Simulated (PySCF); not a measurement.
# Run report: C6H9O2, EPR calculation

System: C6H9O2, multiplicity 2.
Method: UKS B3LYP, pcH-1 on C H O, non-relativistic, mean-field spin-orbit, GIAO (PySCF 2.14.0).

It belongs to a series of runs on one base structure; here: H added to O.

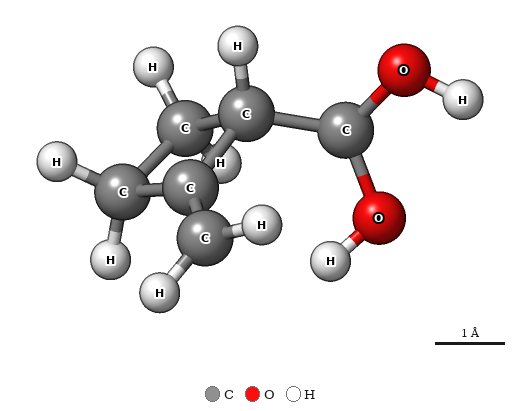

Fig. 1: The structure (ball-and-stick view, seen at an oblique angle). Bond lengths as drawn: C–C 1.32 to 1.56 Å, C–H 1.08 to 1.09 Å, C–O 1.37 to 1.38 Å and H–O 0.96 to 0.97 Å.

Summary:

- outcome: converged
- total energy: −384.423990 hartree
- ⟨S²⟩: 0.753
- isotropic g: 2.0031
- hardware: 1 CPU thread, shared host
- wall time: 87 s
- peak memory: 0.97 GiB

Input file:
```
{"job": {"kind": "epr", "basis": "pcH-1"}, "charge": 0, "multiplicity": 2}
C     -0.943679    -1.757163    -0.368318
C     -0.822864    -0.527750     0.093861
C     -1.685854     0.700141     0.026816
C     -0.458314     1.542953     0.413065
C      0.352161     0.241410     0.683222
C      1.659536     0.099674     0.005470
O      2.694727    -0.437694     0.731034
O      1.726593    -0.178175    -1.344496
H     -1.848503    -2.095115    -0.846856
H     -0.154436    -2.482492    -0.258112
H     -2.476467     0.707394     0.776448
H     -2.130579     0.912346    -0.945379
H     -0.580783     2.193674     1.274511
H     -0.053026     2.118824    -0.416318
H      0.507161     0.053088     1.745835
H      3.368127    -0.730265     0.105351
H      0.839202    -0.348821    -1.686044
```

The first line tells a small driver script what to run in PySCF; the rest is the geometry in Å.

Launched with:
```bash
OMP_NUM_THREADS=1 python <driver script> task.json out
```

The program's output:
```
UKS, coarse grid
  cycle   1  E = -384.26799912  |g| = 6.45e-01
  cycle   2  E = -384.11122452  |g| = 9.43e-01
  cycle   3  E = -384.41982139  |g| = 9.32e-02
  cycle   4  E = -384.42322555  |g| = 3.83e-02
  cycle   5  E = -384.42391222  |g| = 1.29e-02
  cycle   6  E = -384.42397726  |g| = 6.58e-03
  cycle   7  E = -384.42400074  |g| = 1.53e-03
  cycle   8  E = -384.42400253  |g| = 7.10e-04
UKS, final grid
  cycle   1  E = -384.42398964  |g| = 9.14e-04
  cycle   2  E = -384.42398923  |g| = 1.37e-03
  cycle   3  E = -384.42399001  |g| = 1.79e-04
  cycle   4  E = -384.42399002  |g| = 4.47e-05
  cycle   5  E = -384.42399003  |g| = 3.83e-05
  cycle   6  E = -384.42399003  |g| = 1.39e-05
E = -384.42399003 Eh   <S^2> = 0.7533 (exact 0.7500)
g shifts (ppm)      1          2          3
  rmc          -228       -228       -228
  gc             17         31          9
  oz_so        -109       1153       1900
  total        -320        956       1680
hyperfine (MHz)  atom isotope    a_iso     a_fc   dipolar eigenvalues
    0   13C       0.51       0.51     -0.93     -0.11      1.04
    1   13C      55.24      55.24     -5.40     -4.13      9.53
    2   13C      -1.74      -1.74     -1.06      0.34      0.72
    3   13C      57.78      57.78     -3.39     -3.17      6.56
    4   13C       2.82       2.82     -3.39     -1.90      5.29
    5   13C     253.96     253.96    -73.37    -72.67    146.04
    6   17O     -34.32     -34.32    -56.02     26.56     29.45
    7   17O     -60.25     -60.25    -36.52     17.60     18.92
    8    1H       2.16       2.16     -1.35     -0.65      2.00
    9    1H       2.29       2.29     -2.13     -1.26      3.39
   10    1H       1.90       1.90     -1.33     -0.88      2.21
   11    1H       1.69       1.69     -1.22     -0.89      2.12
   12    1H      -2.50      -2.50     -2.79     -2.11      4.90
   13    1H      -3.07      -3.07     -5.04     -2.21      7.25
   14    1H       0.71       0.71     -5.36     -4.40      9.75
   15    1H     -10.93     -10.93    -12.28     -8.26     20.53
   16    1H      23.94      23.94     -9.02     -5.40     14.41
```

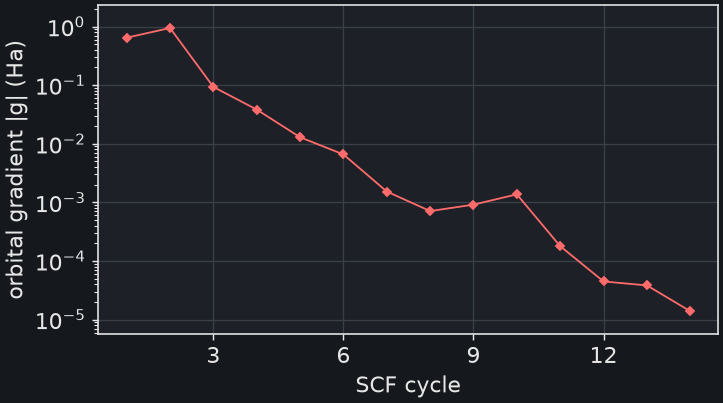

Fig. 2: Convergence of the self-consistent field: orbital gradient |g| against the SCF cycle. All cycles printed in the log are drawn one after another.

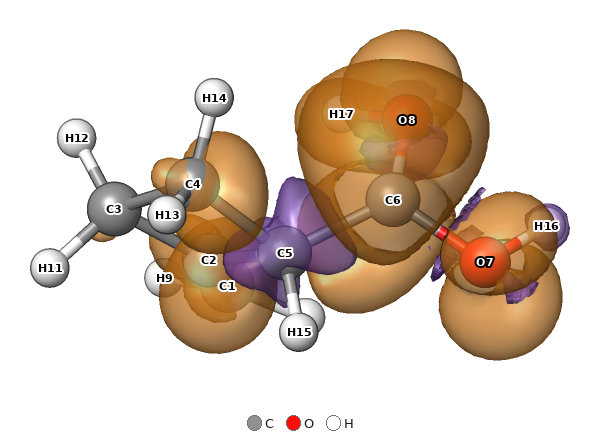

Fig. 3: Isosurfaces of the spin density (α minus β) at +0.005 (orange) and −0.005 e/Å³ (purple), seen from the side. The unpaired spin (1 electron) lies mostly on C6 (about 0.6), O7 (about 0.2) and O8 (about 0.1), in electrons by Hirshfeld's partition.

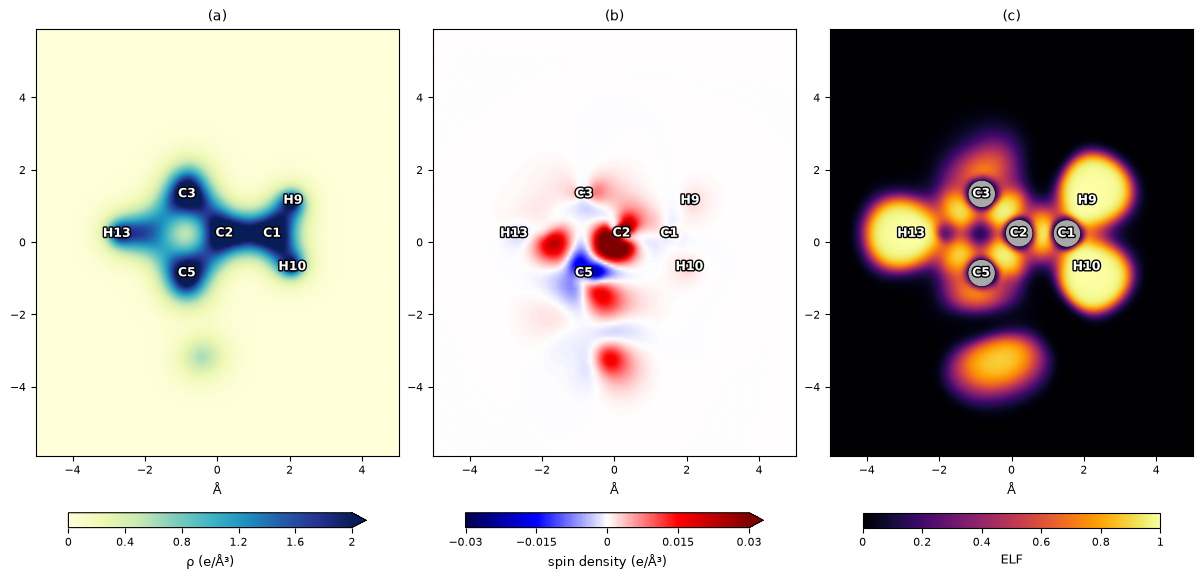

Fig. 4: (a) total electron density; (b) spin density; (c) electron localisation function on the plane of atoms C2, C1 and H10. Grey discs, where drawn, cover atomic cores. C–C (1.32 Å): ρ is about 2.4 e/Å³ halfway; the ELF peaks at about 0.95 between the atoms; a multiple bond by its length, whose ELF region spreads away from the axis. C–C (1.50 Å): ρ at the midpoint is about 1.7 e/Å³; the ELF peaks at about 0.95 between the atoms, which marks localised, shared-pair bonding. C–H (1.08 Å): ρ is about 2 e/Å³ halfway; the ELF climbs to about 1 towards the hydrogen, as it does in any bond to H; a covalent bond by its length. The unpaired spin (1 electron) lies mostly on C6 (about 0.6), O7 (about 0.2) and O8 (about 0.1), in electrons by Hirshfeld's partition.

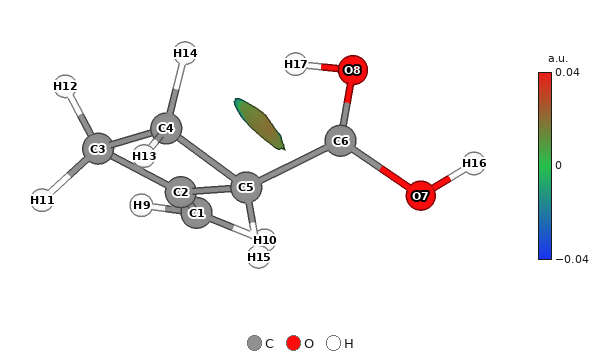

Fig. 5: Non-covalent interaction (NCI) plot: the surface where the reduced density gradient is 0.5, for densities under 0.05 a.u., coloured by sign(λ₂)ρ; seen from the side.
